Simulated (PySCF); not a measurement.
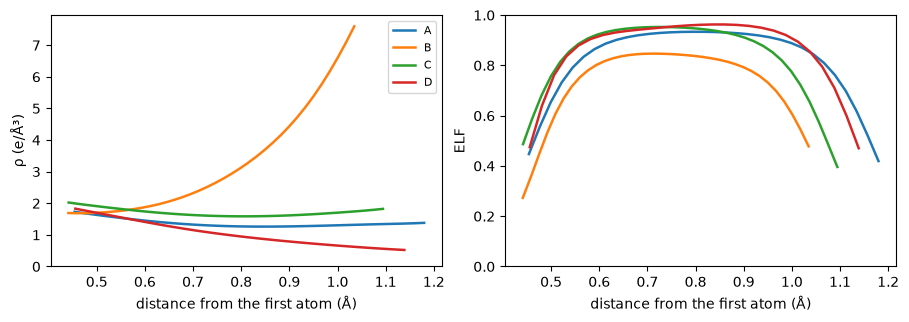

The picture shows: C3H8AlFS. Electron density and electron localisation function along straight lines between neighbouring atoms. The curves leave out the atomic cores.

Geometry: GFN2-xTB.

These are results of PySCF 2.14.0, PBE0/def2-SVPD, SCF density, gas phase, not measurements.

Input

```
{"job": {"kind": "uv", "xc": "PBE0", "basis": "def2-SVPD", "nstates": 8, "ntriplets": 3}, "charge": 0, "multiplicity": 1}
F      2.450761    -0.935434     0.174905
C      1.812942     0.257647     0.282399
S      0.722162     0.532363    -1.142278
C     -0.402835    -0.898620    -0.906969
C     -1.257394    -0.690876     0.352374
Al    -1.122994     1.329193     0.360472
H      1.230846     0.250316     1.213283
H      2.562995     1.050983     0.284085
H      0.221400    -1.792810    -0.902907
H     -1.009126    -0.899380    -1.812664
H     -2.225497    -1.182971     0.193084
H     -0.800417    -1.234692     1.193300
H     -1.934923     2.110234    -0.705024
H     -0.248598     2.103573     1.393774
```

Run with:

```sh
OMP_NUM_THREADS=1 python probes_run.py task.json out
```

Question: Which curve belongs to which contact (C–Al, C–C, C–F and C–S)? The first atom named is at distance zero.

Answer: Curve A: C–S (1.82 Å): ρ is about 1.3 e/Å³ halfway; the ELF peaks at about 0.95 between the atoms; localised, covalent bonding. Curve B: C–F (1.36 Å): ρ is about 2.2 e/Å³ halfway, with its minimum of 1.7 e/Å³ about 0.5 Å from C; the ELF peaks at about 0.85 between the atoms; a polar covalent bond. Curve C: C–C (1.54 Å): ρ at the midpoint is about 1.6 e/Å³; the ELF peaks at about 0.95 between the atoms; a covalent bond. Curve D: C–Al (2.02 Å): ρ is about 0.65 e/Å³ halfway; the ELF peaks at about 0.95 between the atoms (a polar covalent bond).
